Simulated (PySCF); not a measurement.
C7H10O2Si, SMILES COc1ccccc1O[SiH3] at its GFN2-xTB optimised geometry (Å):

```
20

C     -2.9234    -1.4120    -0.0050
O     -1.5203    -1.3427    -0.0005
C     -0.9320    -0.1139     0.0000
C     -1.6065     1.0975     0.0006
C     -0.9046     2.2941     0.0009
C      0.4749     2.2928     0.0005
C      1.1612     1.0884     0.0000
C      0.4781    -0.1139     0.0000
O      1.0990    -1.3084     0.0001
Si     2.6476    -1.7867     0.0016
H     -3.1645    -2.4739    -0.0072
H     -3.3478    -0.9434    -0.8993
H     -3.3536    -0.9459     0.8879
H     -2.6847     1.1217     0.0009
H     -1.4491     3.2261     0.0014
H      1.0235     3.2219     0.0004
H      2.2405     1.0667    -0.0003
H      3.3529    -1.3021    -1.1888
H      2.4503    -3.2261     0.0064
H      3.3536    -1.2945     1.1885
```

Level of theory: PBE/def2-SVP in PySCF. Cells within 0.4 Å of a nucleus heavier than hydrogen are left out (blank, or x).

Map of the electrostatic potential (hartree/e), clipped to [-0.08, 0.12] on the plane z = 0.0 Å:

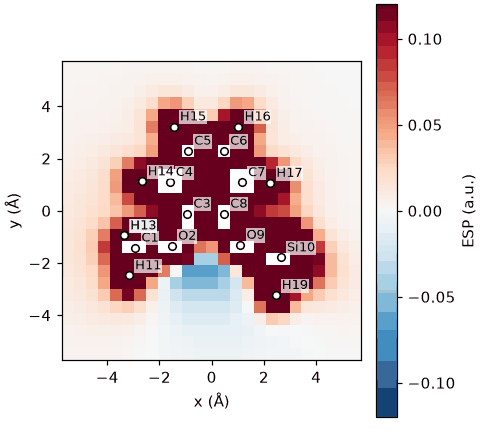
Fig. 1. Electrostatic potential (hartree/e), clipped to [-0.08, 0.12] on the plane z = 0.0 Å.
